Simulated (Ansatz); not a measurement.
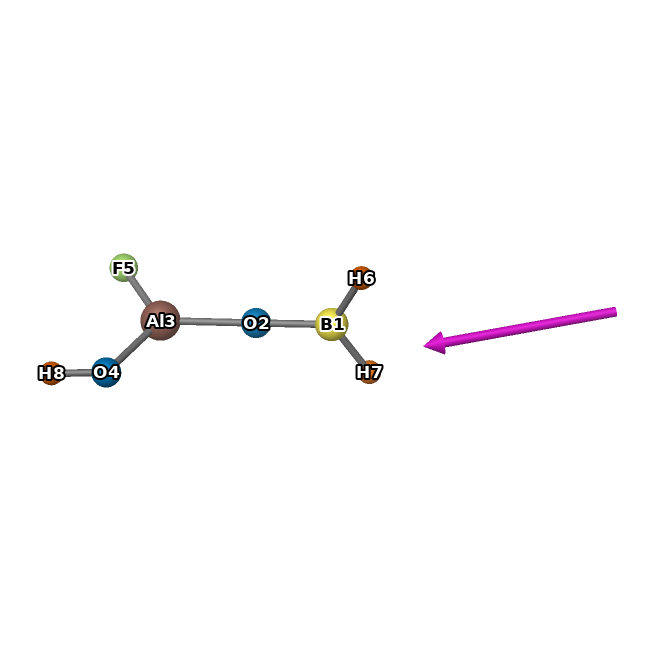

The arrow beside the molecule shows the direction of the dipole moment, from the negative to the positive end (its length means nothing). The computed structure is the end point of a PBE-D4/def2-SVP optimisation. No frequency run is at hand to confirm it as a minimum. Properties computed with RKS PBE-D4/def2-SVP (Ansatz 0.2.0).

> How large is the dipole moment?

2.19 D; it points from the side of H6, H7 to the side of H8 (the outermost atoms at the two ends).
